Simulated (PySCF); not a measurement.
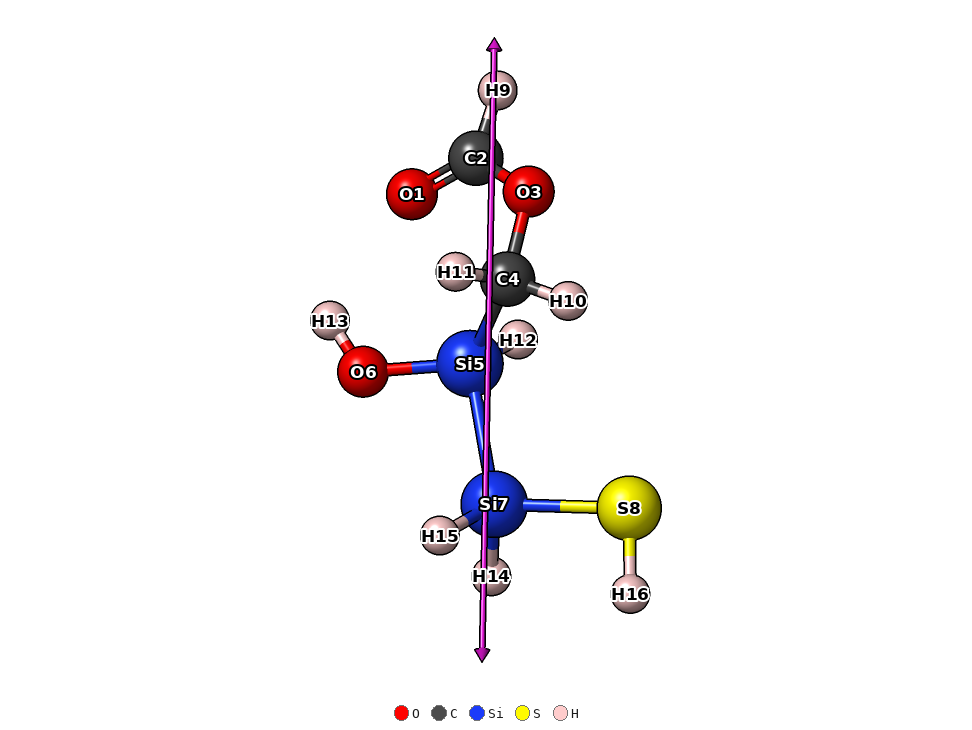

The double arrow shows the direction of the transition dipole to excited singlet state 6 (its length means nothing). Computed geometry: GFN2-xTB optimisation. No frequency run is at hand to confirm it as a minimum. Properties computed with TDDFT B3LYP/def2-SVPD, vertical, gas phase, core orbitals frozen in the response (PySCF 2.14.0).

### Where does the transition lie, and how strong is it?

6.34 eV (196 nm), oscillator strength 0.037, mainly HOMO−1 → LUMO (weight 0.79); transition dipole 1.24 D.

The geometry is semi-empirical. Around Si such bond lengths and angles can be off by a tenth of an ångström or more and by several degrees, and values that hang on the shape move with them.
